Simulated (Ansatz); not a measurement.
**SiH4 (triplet): one geometry, many settings at scale of all distances = 2.020**

Aim: run SiH4 (triplet) at one geometry under a spread of methods and options, and see what each costs and gives.

Method: the settings change from run to run; program: Ansatz 0.2.0, Gaussian basis.

14 further runs of the same task are left out: 12 that didn't finish, 2 set aside as unsound or not needed.

### 1 The system

The geometry derives from a PBE0/def2-TZVP stationary point (not a proven minimum). All distances are scaled together.

5 atoms, charge 0, spin multiplicity 3.

Atoms are counted from 1 here; the program's logs count them from 0.

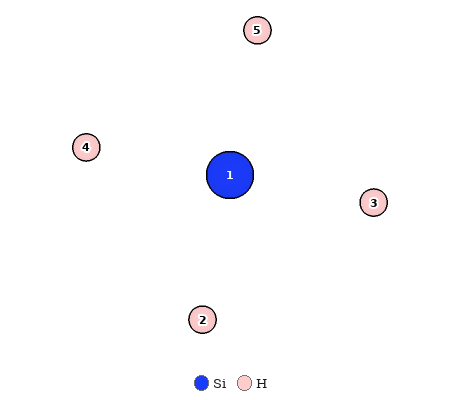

The structure; silicon blue, hydrogen pink; atoms are numbered from 1 in the order of the file.

### 2 CCSDT(Q)/B on UHF/STO-3G

File in.yaml:

```yaml
crystal:
  periodic: [false, false, false]
  atoms:
    - {symbol: Si, position_ang: [0.000000, 0.000000, 0.000000]}
    - {symbol: H, position_ang: [-0.023281, 2.191916, 2.176703]}
    - {symbol: H, position_ang: [-0.033324, -2.176817, 2.191674]}
    - {symbol: H, position_ang: [0.033324, 2.176817, -2.191674]}
    - {symbol: H, position_ang: [0.023281, -2.191916, -2.176703]}
basis:
  gaussian: {orbitals: STO-3G, point_charges: [{charge: 0.50, position_ang: [3.067, 0.185, -0.612]}]}
magnetization: {spin_polarized: true, initial_magnetization: 2}
correlation: {method: ccsdt_q_b, electrons: valence}
```

Command:

```bash
> ansatz run in.yaml --threads 1 --pin off --events-out ev --progress --plain --max-ram 2393MiB
```

Log, shortened:

```text
Functional definition: HF
  name "HF"
  cite "Fock, Z. Phys. 61, 126 (1930) doi:10.1007/BF01340294"
  parent pbe
[...]
186 factors; integrals over basis functions are off by at most 2.5e-8 eV
[...]
mean field -7818.93323376 eV, -287.3404964776 hartree, gradient 7.6e-7 eV, S^2 3.952949; 29 other end points of the search recorded, 0 dependent functions left out
determinant -7818.93323376 eV, -287.3404964776 hartree, with singles and doubles -7819.31340367 eV, -287.3544674640 hartree
determinant -7818.92158604 eV, -287.3400684317 hartree, with singles and doubles -7819.31118711 eV, -287.3543860067 hartree
determinant -7818.90870662 eV, -287.3395951216 hartree, with singles and doubles -7819.29195291 eV, -287.3536791629 hartree
determinant -7818.83356595 eV, -287.3368337531 hartree, with singles and doubles -7819.23716048 eV, -287.3516655784 hartree
determinant -7818.80961697 eV, -287.3359536440 hartree, with singles and doubles -7819.17928799 eV, -287.3495388036 hartree
determinant -7818.80835019 eV, -287.3359070910 hartree, with singles and doubles -7819.17844517 eV, -287.3495078303 hartree
determinant -7818.20655047 eV, -287.3137913591 hartree, with singles and doubles -7819.02791001 eV, -287.3439757654 hartree
determinant -7818.20483209 eV, -287.3137282098 hartree, with singles and doubles -7819.02680576 eV, -287.3439351851 hartree
[...]
determinant -7818.80835019 eV, -287.3359070910 hartree, with no singles and doubles
determinant -7818.20655047 eV, -287.3137913591 hartree, with no singles and doubles
determinant -7818.20483209 eV, -287.3137282098 hartree, with singles and doubles -7819.30454326 eV, -287.3541418497 hartree
determinant -7818.07488812 eV, -287.3089528568 hartree, with no singles and doubles
determinant -7818.06836261 eV, -287.3087130488 hartree, with no singles and doubles
determinant -7818.06673830 eV, -287.3086533567 hartree, with no singles and doubles
determinant -7818.05621027 eV, -287.3082664587 hartree, with no singles and doubles
determinant -7818.02602120 eV, -287.3071570309 hartree, with no singles and doubles
determinant -7818.02056540 eV, -287.3069565338 hartree, with no singles and doubles
determinant -7817.92521111 eV, -287.3034523283 hartree, with no singles and doubles
determinant -7817.92343919 eV, -287.3033872113 hartree, with no singles and doubles
determinant -7817.75490534 eV, -287.2971937067 hartree, with no singles and doubles
determinant -7817.74955401 eV, -287.2969970487 hartree, with no singles and doubles
5 core orbitals not correlated: weight in the atoms' cores, before any rotation towards them, 1.000 or more for the frozen orbitals, at most 0.000 for the correlated occupied ones
reference -7818.93323376 eV, -287.3404964776 hartree; 5, 3 occupied and 3, 5 virtual orbitals, 186 factors
second order -0.20196662 eV of doubles, -0.00000000 eV of singles
cycle   1  -0.29396349 eV  change   -9.2e-2 eV  update   3.4e-2
[...]
cycle  79  -0.44881082 eV  change   -4.0e-8 eV  update   8.2e-7
perturbative correction -0.00026990 eV, -0.0000099185 hartree
Total energy: -7819.38231448 eV, -287.3569998895 hartree
```

It took 4.7 s on 1 thread of Arm Neoverse V1, shared host.

From the report: ⟨S²⟩ of the determinant 3.953 (pure triplet: 2.00); correlation -0.4491 eV; T1 0.027; largest double amplitude 0.33. The determinant is far from a pure spin state, so its energy mixes those of several spin states (harmless only where they are near-degenerate, as at dissociation).

### 3 BCCD(T) on ROHF/6-31G

Changes to in.yaml since step 2:

```diff
@@ -9,4 +9,6 @@
 basis:
-  gaussian: {orbitals: STO-3G, point_charges: [{charge: 0.50, position_ang: [3.067, 0.185, -0.612]}]}
-magnetization: {spin_polarized: true, initial_magnetization: 2}
-correlation: {method: ccsdt_q_b, electrons: valence}
+  gaussian: {orbitals: 6-31G}
+magnetization: {spin_polarized: false, initial_magnetization: 2}
+correlation: {method: bccd_t, electrons: outside_noble_gas}
+scf: {lower_state_search: off}
+output: {forces: true}
```

Same command.

Log, shortened:

```text
Functional definition: HF
  name "HF"
  cite "Fock, Z. Phys. 61, 126 (1930) doi:10.1007/BF01340294"
  parent pbe
[...]
272 factors; integrals over basis functions are off by at most 2.1e-4 eV
[...]
mean field -7909.67015382 eV, -290.6750167859 hartree, gradient 1.8e-6 eV, S^2 2.000000; 0 other end points of the search recorded, 0 dependent functions left out
5 core orbitals not correlated: weight in the atoms' cores, before any rotation towards them, 1.000 or more for the frozen orbitals, at most 0.000 for the correlated occupied ones
reference -7909.67015382 eV, -290.6750167859 hartree; 5, 3 occupied and 11, 13 virtual orbitals, 272 factors
second order -2.77147710 eV of doubles, -0.00762412 eV of singles
cycle   1  -3.76092560 eV  change   -9.8e-1 eV  update   2.2e-1
[...]
cycle 134  -5.25809568 eV  change   -1.1e-6 eV  update   7.6e-7
perturbative correction -0.04204057 eV, -0.0015449623 hartree
[...]
Total energy: -7914.97029006 eV, -290.8697932003 hartree
Atom 0 at     0.000000     0.000000     0.000000 Å, force     0.000000     0.000036    -0.000002 eV/Å
Atom 1 at    -0.023281     2.191916     2.176703 Å, force     0.003028    -0.285048    -0.283093 eV/Å
Atom 2 at    -0.033324    -2.176817     2.191674 Å, force     0.004333     0.283067    -0.285000 eV/Å
Atom 3 at     0.033324     2.176817    -2.191674 Å, force    -0.004334    -0.283085     0.285041 eV/Å
Atom 4 at     0.023281    -2.191916    -2.176703 Å, force    -0.003027     0.285031     0.283054 eV/Å
Dipole moment:     0.000000     0.000050     0.000000 e Å
Checks for a lower state left out: starts, cluster_reference, orbital_swaps, neighbouring_geometries, increment
```

It took 1.4 s on 1 thread of Arm Neoverse V1, shared host.

From the report: correlation -5.3001 eV; largest double amplitude 0.18.

### 4 CISD/STO-3G

Changes to in.yaml since step 3:

```diff
@@ -9,6 +9,4 @@
 basis:
-  gaussian: {orbitals: 6-31G}
+  gaussian: {orbitals: STO-3G}
 magnetization: {spin_polarized: false, initial_magnetization: 2}
-correlation: {method: bccd_t, electrons: outside_noble_gas}
-scf: {lower_state_search: off}
-output: {forces: true}
+correlation: {active_space: {ras: {orbitals: [3, 2, 3], electrons: 8, max_holes: 2, max_particles: 2}, fixed_orbitals: true}}
```

The command is unchanged.

Log, shortened:

```text
Functional definition: HF
  name "HF"
  cite "Fock, Z. Phys. 61, 126 (1930) doi:10.1007/BF01340294"
  parent pbe
[...]
137 factors; integrals over basis functions are off by at most 1.7e-5 eV
[...]
mean field -7810.84198960 eV, -287.0431487390 hartree, gradient 6.8e-6 eV, S^2 2.000000; 20 other end points of the search recorded, 0 dependent functions left out
reference -7810.84198960 eV, -287.0431487390 hartree; 10, 8 occupied and 3, 5 virtual orbitals, 137 factors
state -7818.75291689 eV, -287.3338699545 hartree
Total energy: -7818.75291689 eV, -287.3338699545 hartree
```

It took 0.3 s on 1 thread of Arm Neoverse V1, shared host.

From the report: 518 determinants.

### 5 HF/6-31++G**

Changes to in.yaml since step 4:

```diff
@@ -9,4 +9,5 @@
 basis:
-  gaussian: {orbitals: STO-3G}
-magnetization: {spin_polarized: false, initial_magnetization: 2}
-correlation: {active_space: {ras: {orbitals: [3, 2, 3], electrons: 8, max_holes: 2, max_particles: 2}, fixed_orbitals: true}}
+  gaussian: {orbitals: "6-31++G**", point_charges: [{charge: 0.50, position_ang: [4.350, 0.345, 0.688]}]}
+magnetization: {spin_polarized: true, initial_magnetization: 2}
+hamiltonian: {xc: hf}
+output: {forces: true, orbitals: {seedname: orbitals}}
```

Launched as before.

Log, shortened:

```text
Functional definition: HF
  name "HF"
  cite "Fock, Z. Phys. 61, 126 (1930) doi:10.1007/BF01340294"
  parent pbe
[...]
409 factors; integrals over basis functions are off by at most 6.8e-4 eV
[...]
mean field -7914.01857939 eV, -290.8348184783 hartree, gradient 1.8e-6 eV, S^2 3.869540; 9 other end points of the search recorded, 0 dependent functions left out
[...]
reference -7914.01857939 eV, -290.8348184783 hartree; 10, 8 occupied and 37, 39 virtual orbitals, 409 factors
Total energy: -7914.01857939 eV, -290.8348184783 hartree
Atom 0 at     0.000000     0.000000     0.000000 Å, force     0.046103     0.007364     0.013220 eV/Å
Atom 1 at    -0.023281     2.191916     2.176703 Å, force     0.004888    -0.101017    -0.099961 eV/Å
Atom 2 at    -0.033324    -2.176817     2.191674 Å, force    -0.003512     0.016051    -0.016829 eV/Å
Atom 3 at     0.033324     2.176817    -2.191674 Å, force    -0.000871    -0.016768     0.016767 eV/Å
Atom 4 at     0.023281    -2.191916    -2.176703 Å, force     0.001525     0.095974     0.095367 eV/Å
Dipole moment:    -0.118644    -0.013515    -0.021361 e Å
```

It took 1.8 s on 1 thread of Arm Neoverse V1, shared host.

From the report: ⟨S²⟩ of the determinant 3.870 (pure triplet: 2.00). The determinant is far from a pure spin state, so its energy mixes those of several spin states (harmless only where they are near-degenerate, as at dissociation).

### 6 CCSD(T)/6-31G

Changes to in.yaml since step 5:

```diff
@@ -9,5 +9,7 @@
 basis:
-  gaussian: {orbitals: "6-31++G**", point_charges: [{charge: 0.50, position_ang: [4.350, 0.345, 0.688]}]}
+  gaussian: {orbitals: 6-31G}
 magnetization: {spin_polarized: true, initial_magnetization: 2}
-hamiltonian: {xc: hf}
-output: {forces: true, orbitals: {seedname: orbitals}}
+hamiltonian: {xc: {name: B3LYP}}
+correlation: {method: ccsd_t, electrons: outside_noble_gas}
+accuracy: high
+output: {forces: true}
```

Launched as before.

Log, shortened:

```text
Functional definition: B3LYP
  name "B3LYP"
  cite "Stephens, Devlin, Chabalowski & Frisch, J. Phys. Chem. 98, 11623 (1994) doi:10.1021/j100096a001"
  cite "Becke, Phys. Rev. A 38, 3098 (1988) doi:10.1103/PhysRevA.38.3098"
  cite "Lee, Yang & Parr, Phys. Rev. B 37, 785 (1988) doi:10.1103/PhysRevB.37.785"
  cite "Vosko, Wilk & Nusair, Can. J. Phys. 58, 1200 (1980) doi:10.1139/p80-159"
[...]
444 factors; integrals over basis functions are off by at most 3.9e-9 eV
[...]
mean field -7929.70805431 eV, -291.4113960466 hartree, gradient 2.4e-8 eV, S^2 3.171326; 15 other end points of the search recorded, 0 dependent functions left out
5 core orbitals not correlated: weight in the atoms' cores, before any rotation towards them, 1.000 or more for the frozen orbitals, at most 0.000 for the correlated occupied ones
reference -7913.03682445 eV, -290.7987396497 hartree; 5, 3 occupied and 11, 13 virtual orbitals, 444 factors
second order -0.81266705 eV of doubles, -0.43947277 eV of singles
cycle   1  -1.50786333 eV  change   -2.4e-1 eV  update   5.9e-2
[...]
cycle  45  -1.85299686 eV  change  -7.2e-10 eV  update  3.4e-10
perturbative correction -0.04205450 eV, -0.0015454742 hartree
[...]
Total energy: -7914.93187581 eV, -290.8683815026 hartree
Atom 0 at     0.000000     0.000000     0.000000 Å, force     0.000000    -0.000000    -0.000000 eV/Å
Atom 1 at    -0.023281     2.191916     2.176703 Å, force     0.003007    -0.283106    -0.281141 eV/Å
Atom 2 at    -0.033324    -2.176817     2.191674 Å, force     0.004304     0.281155    -0.283074 eV/Å
Atom 3 at     0.033324     2.176817    -2.191674 Å, force    -0.004304    -0.281155     0.283074 eV/Å
Atom 4 at     0.023281    -2.191916    -2.176703 Å, force    -0.003007     0.283106     0.281141 eV/Å
Dipole moment:    -0.000000     0.000000     0.000000 e Å
```

Wall time 18 s (1 thread of Arm Neoverse V1, shared host).

From the report: ⟨S²⟩ of the determinant 3.171 (pure triplet: 2.00); correlation -1.8951 eV; T1 0.020; largest double amplitude 0.24. The determinant is far from a pure spin state, so its energy mixes those of several spin states (harmless only where they are near-degenerate, as at dissociation). The orbitals are Kohn-Sham ones, so correlation energy and T1 don't compare with those on Hartree-Fock orbitals.

### 7 All runs side by side

Where basis and cores are those of an earlier FCI/6-31G run (-7915.0032 eV), and the state is the same kind, the miss against it is given.

```tsv
level	correlated	functions	energy (eV)	from FCI (meV)	time
CCSDT(Q)/B on UHF/STO-3G (beside a point charge)	valence	13	-7819.3823		4.7 s
BCCD(T) on ROHF/6-31G	outside noble gas	21	-7914.9703	32.9	1.4 s
CISD/STO-3G	valence	13	-7818.7529		0.3 s
HF/6-31++G** (beside a point charge)		47	-7914.0186		1.8 s
CCSD(T)/6-31G (on B3LYP orbitals)	outside noble gas	21	-7914.9319	71.3	18 s
```

### 8 Outcome

| quantity | value |
| --- | --- |
| runs | 5 |
| quickest | CISD/STO-3G, 0.3 s |
| slowest | CCSD(T)/6-31G (on B3LYP orbitals), 18 s |

What this shows: Total energies in different bases, with other cores or another treatment of relativity can't be set against each other. CCSD(T)/6-31G (on B3LYP orbitals) took 60 times as long as CISD/STO-3G; the jobs differ in more than the method. Among the correlated runs with a miss given, it spans +33 to +71 meV. Cores frozen from Kohn-Sham orbitals shift the total energy.
